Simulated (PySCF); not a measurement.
C₆H₇BO, SMILES B/C=C\c1occc1 at its GFN2-xTB optimised geometry (Å):

```
15

B      0.1666    -2.5191    -0.8179
C     -1.1204    -1.8976    -0.2608
C     -1.3774    -0.6035     0.0154
C     -0.4080     0.4526     0.0000
C      0.9698     0.4526     0.0000
C      1.3682     1.8050     0.0000
C      0.2169     2.5351     0.0132
O     -0.8552     1.7338     0.0243
H      0.7896    -1.9637    -1.6384
H      0.4863    -3.5930    -0.4769
H     -1.9519    -2.5763    -0.0940
H     -2.3697    -0.2817     0.3119
H      1.6030    -0.4094     0.0270
H      2.3697     2.1842    -0.0017
H      0.0408     3.5930     0.0210
```

Calculation: PySCF with B3LYP/def2-TZVP.

Map of the log10 of the electron density (e/bohr³), floored at −4 on the plane z = 1.2 Å:

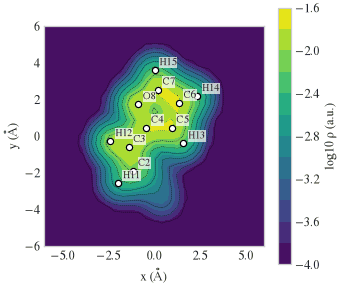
Figure: Log10 of the electron density (e/bohr³), floored at −4 on the plane z = 1.2 Å.
